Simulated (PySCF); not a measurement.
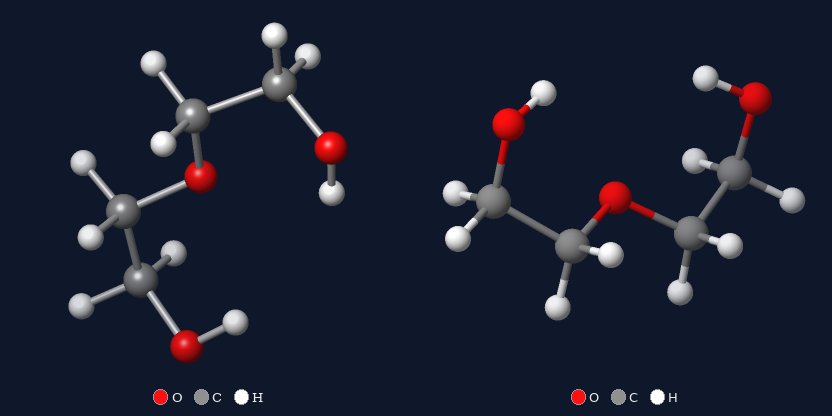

Two views of one molecule.

The geometry was computed by an optimisation with PBE0-D3(BJ)/def2-TZVP. No frequency run is at hand to confirm it as a minimum.

Description:

It has 17 atoms: 4 carbon, 10 hydrogen and 3 oxygen (C₄H₁₀O₃). SMILES: `OCCOCCO`. It has no ring. Among its groups: alcohol, ether. Coordination: 3 O bent; 4 C tetrahedral.

The parts below concern this one geometry. Atoms keep their numbers from picture to picture.

### Bond orders

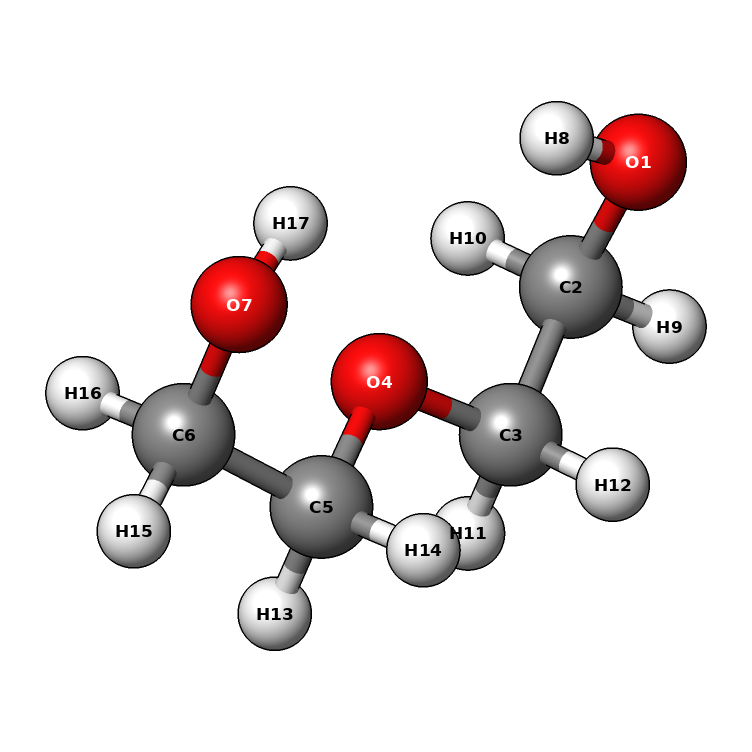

Every bond is drawn as one stick. No frequency run is at hand to confirm it as a minimum. Level of theory: PBE0/pcSseg-2 (PySCF 2.14.0).

List the Mayer bond orders of O1–C2, C2–C3, C3–O4, O4–C5, C5–C6, C6–O7 (bonds between heavy atoms, one of each equivalent set). Atoms whose distances differ by more than 0.02 Å in this geometry are listed apart.

```
 bond  Mayer order  length (Å)
O1–C2         0.94       1.407
C2–C3         0.98       1.506
C3–O4         0.94       1.408
O4–C5         0.94       1.409
C5–C6         0.98       1.507
C6–O7         0.94       1.407
```

### Quadrupole coupling

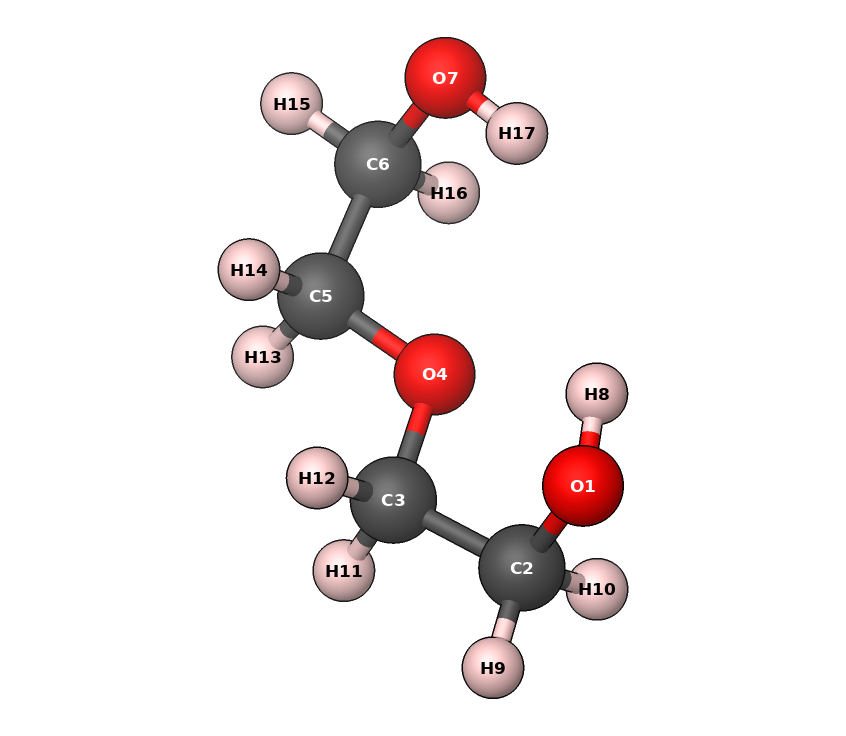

No frequency run is at hand to confirm it as a minimum. Electric field gradients from the ground-state density, PBE0/pcSseg-2 (PySCF 2.14.0), non-relativistic apart from any core potentials.

Give the largest field-gradient component, the quadrupole coupling constant and the asymmetry for 17O at O1 (Q = −25.6 mb), 17O at O4 (Q = −25.6 mb), 17O at O7 (Q = −25.6 mb), 2H at H8 (Q = 2.86 mb), 2H at H9 (Q = 2.86 mb), 2H at H10 (Q = 2.86 mb), 2H at H11 (Q = 2.86 mb).

```json
{"atom": "O1", "V_zz (a.u.)": "−1.877", "e²qQ/h (MHz)": "11.29", "η": "0.88"}
{"atom": "O4", "V_zz (a.u.)": "−1.937", "e²qQ/h (MHz)": "11.65", "η": "0.91"}
{"atom": "O7", "V_zz (a.u.)": "−1.877", "e²qQ/h (MHz)": "11.29", "η": "0.87"}
{"atom": "H8", "V_zz (a.u.)": "0.455", "e²qQ/h (MHz)": "0.306", "η": "0.13"}
{"atom": "H9", "V_zz (a.u.)": "0.277", "e²qQ/h (MHz)": "0.186", "η": "0.06"}
{"atom": "H10", "V_zz (a.u.)": "0.266", "e²qQ/h (MHz)": "0.179", "η": "0.07"}
{"atom": "H11", "V_zz (a.u.)": "0.264", "e²qQ/h (MHz)": "0.178", "η": "0.07"}
```

### Electronic properties

No frequency run is at hand to confirm it as a minimum. Properties computed with PBE0/pcSseg-2, gas phase (PySCF 2.14.0).

Question: Estimate the LUMO energy (Kohn–Sham orbital).

Answer: 0.34 eV.

Question: Estimate the HOMO energy (Kohn–Sham orbital).

Answer: −7.98 eV.

Question: Give the dipole moment at this level.

Answer: 2.62 D.
